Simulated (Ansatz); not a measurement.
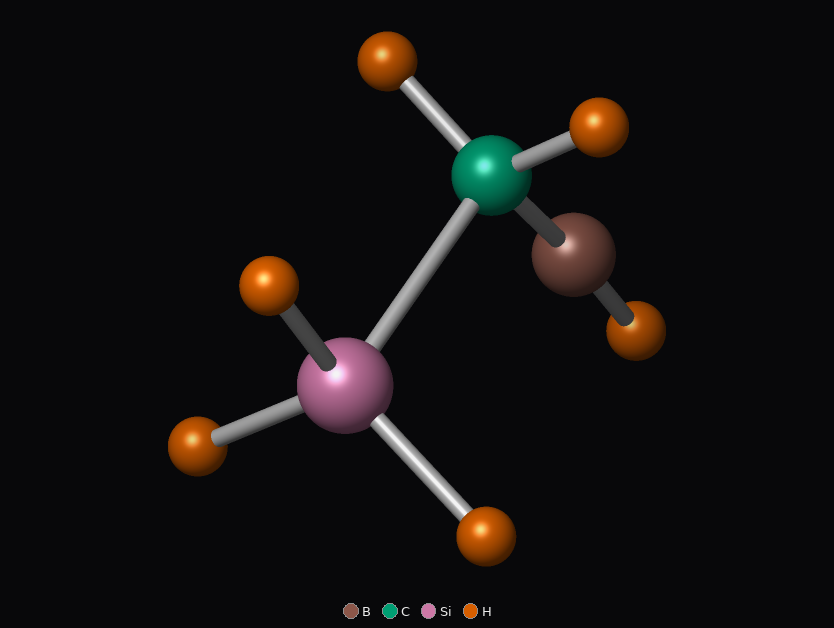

The structure as it stands in the input.

Input file:

```yaml
crystal:
  periodic: [false, false, false]
  atoms:
    - {symbol: B, position_ang: [-1.254969, 0.851933, -0.598286]}
    - {symbol: C, position_ang: [0.159569, 0.687196, -0.522560]}
    - {symbol: Si, position_ang: [0.502554, -0.894860, 0.656354]}
    - {symbol: H, position_ang: [-2.428438, 0.919685, -0.609326]}
    - {symbol: H, position_ang: [0.619273, 0.448991, -1.492232]}
    - {symbol: H, position_ang: [0.668835, 1.537132, -0.046572]}
    - {symbol: H, position_ang: [1.976158, -0.952334, 0.647317]}
    - {symbol: H, position_ang: [-0.156359, -2.039743, -0.001330]}
    - {symbol: H, position_ang: [-0.086623, -0.558001, 1.966634]}
basis:
  gaussian: {orbitals: def2-TZVPP}
total_charge: 1
hamiltonian: {xc: pbe0, dispersion: d4}
output: {orbitals: {seedname: orbitals}}
```

Command:

```sh
ansatz run in.yaml --threads 2 --pin off --events-out ev --progress --plain --max-ram 4352MiB
```

What the program printed:

```
Functional definition: PBE0
  name "PBE0"
  cite "Adamo & Barone, J. Chem. Phys. 110, 6158 (1999) doi:10.1063/1.478522"
  cite "Perdew, Burke & Ernzerhof, Phys. Rev. Lett. 77, 3865 (1996) doi:10.1103/PhysRevLett.77.3865"
  parent pbe
  parameter a = 0.25
  parameter kappa = 0.804
  parameter beta = 0.06672455060314922
  exchange = (1 - a)*pbe_x(kappa = kappa, mu = beta*pi^2/3) + a*exact_x
  correlation = pbe_c(beta = beta)
994 factors; their error is unknown
mean field evaluation 1: about -9665.1549 eV, gradient 6.6e1 eV
mean field evaluation 2: about -9658.0170 eV, gradient 7.6e1 eV
mean field evaluation 4: about -9674.5577 eV, gradient 4.2e0 eV
mean field evaluation 8: about -9674.6174 eV, gradient 3.9e-2 eV
mean field -9674.61741853 eV, -355.5356324399 hartree, gradient 4.6e-5 eV, S^2 0.000000; 0 other end points of the search recorded, 0 dependent functions left out
reference -9674.61745181 eV, -355.5356336627 hartree; 15, 15 occupied and 173, 173 virtual orbitals, 994 factors
Total energy: -9674.72139327 eV, -355.5394534411 hartree
```
